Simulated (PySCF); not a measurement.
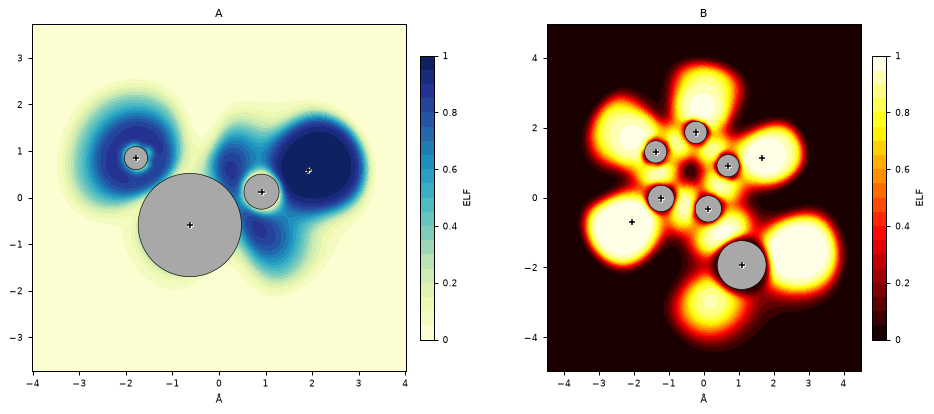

The ELF of 2 systems, each on a plane through atoms (crosses mark nuclei in the plane; grey discs cover the cores).

Theory: wB97X-D/def2-SVPD, SCF density, gas phase (PySCF 2.14.0).

System 1: CHF₃Mo, the plane of atoms C2, Mo1 and F6. Geometry: PBE0-D3(BJ)/def2-SVP; core potentials replace the inner electrons of Mo.

```json
{"atom": "Mo", "x (Å)": "0.0032", "y (Å)": "-0.0348", "z (Å)": "-0.5367"}
{"atom": "C", "x (Å)": "0.0241", "y (Å)": "0.0276", "z (Å)": "1.1612"}
{"atom": "H", "x (Å)": "0.0343", "y (Å)": "0.0656", "z (Å)": "2.2543"}
{"atom": "F", "x (Å)": "1.7872", "y (Å)": "-0.0672", "z (Å)": "-1.0059"}
{"atom": "F", "x (Å)": "-0.8780", "y (Å)": "1.5088", "z (Å)": "-1.0325"}
{"atom": "F", "x (Å)": "-0.9077", "y (Å)": "-1.5960", "z (Å)": "-0.9097"}
```

System 2: C₂H₅N₃Si (SMILES [SiH3]c1cnn[nH]1), the plane of atoms Si1, C2 and N6. Geometry: GFN2-xTB.

```xyz
11

Si   -1.7162   -0.1526   -0.0658
C     0.1413    0.0612   -0.0055
C     0.9667    1.1742   -0.0138
N     2.2453    0.7718    0.0615
N     2.2815   -0.5043    0.1172
N     1.0356   -0.9577    0.0793
H    -1.9764   -1.5174   -0.5336
H    -2.2593    0.8386   -0.9899
H    -2.2570    0.0244    1.2824
H     0.7039    2.2101   -0.0701
H     0.8401   -1.9457    0.1123
```

Match each panel to its system.

Answer. Panel A is system 1, CHF₃Mo: the plane holds Mo, C, H and F. C–Mo (1.70 Å): the ELF peaks at about 0.70 in the valence shell of C, 0.6 Å from its nucleus, and drops to about 0.40 between the two atoms. Panel B is system 2, C₂H₅N₃Si: the plane holds Si, C, N and H. N–N (1.28 Å): the ELF peaks at about 0.90 between the atoms, as expected for a covalent bond.
